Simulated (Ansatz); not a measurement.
# Y3RhAu: the cost of one run

Program: Ansatz 0.2.0. Level of theory: DFT PBE, scalar-relativistic, plane waves, PAW. These are calculated values, not measurements.

## (1) The starting structure

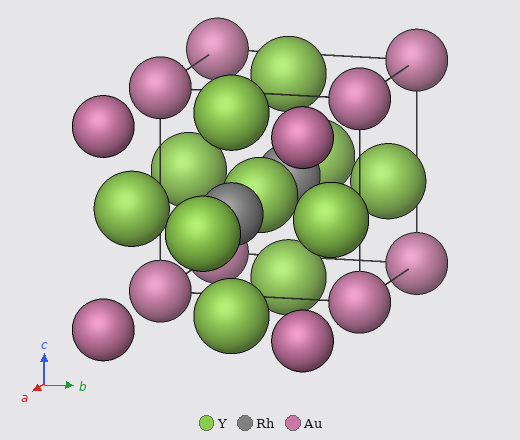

The starting structure, seen slightly off an axis (yttrium green, rhodium grey, gold pink). 2×1×1 cells are drawn. Atoms on the faces are drawn again on the opposite ones.

Structure file:

```cif
data_structure
_symmetry_space_group_name_H-M 'P 1'
_symmetry_Int_Tables_number 1
_cell_length_a 5.0036
_cell_length_b 5.0036
_cell_length_c 5.0036
_cell_angle_alpha 90.000
_cell_angle_beta 90.000
_cell_angle_gamma 90.000
_cell_volume 125.27
loop_
_atom_site_label
_atom_site_type_symbol
_atom_site_fract_x
_atom_site_fract_y
_atom_site_fract_z
_atom_site_occupancy
Y1 Y 0.50000 0.00000 0.50000 1
Y2 Y 0.50000 0.50000 0.00000 1
Y3 Y 0.00000 0.50000 0.50000 1
Rh1 Rh 0.50000 0.50000 0.50000 1
Au1 Au 0.00000 0.00000 0.00000 1
```

Recipe of the guess: species swapped into a database cell of Yb3InC (Pm-3m, No. 221), with Y on the Yb sites, Au on the In sites and Rh on the C sites. Lengths come from tabulated atomic sizes and are only a guess.

## (2) Probe: one point on a coarse mesh

The input, input.yaml:

```yaml
crystal:
  lattice:
    - [5.00362283, 0.0, 0.0]
    - [0.0, 5.00362283, 0.0]
    - [0.0, 0.0, 5.00362283]
  atoms:
    - { symbol: "Y", position: [0.5, 0.0, 0.5] }
    - { symbol: "Y", position: [0.5, 0.5, 0.0] }
    - { symbol: "Y", position: [0.0, 0.5, 0.5] }
    - { symbol: Rh, position: [0.5, 0.5, 0.5] }
    - { symbol: Au, position: [0.0, 0.0, 0.0] }
basis:
  ecutwfc: 420
kpoints:
  mp_grid: { grid: [4, 4, 4] }
hamiltonian:
  xc: pbe
scf:
  occupations: { method: gaussian, width: 0.1 }
  lower_state_search: "off"
output:
  forces: true
  stress: true
  eigenvalues: true
```

Started as:

```bash
$ ansatz run input.yaml --threads 1 --pin off --max-ram 2048MiB --backend cpu --events-out ev --progress --plain --runs-dir out
```

**Question.** How long does this run take on 1 thread of Arm Neoverse V1, shared host, and how much memory does it need?

About 3.7 s, with a peak of 0.39 GiB.
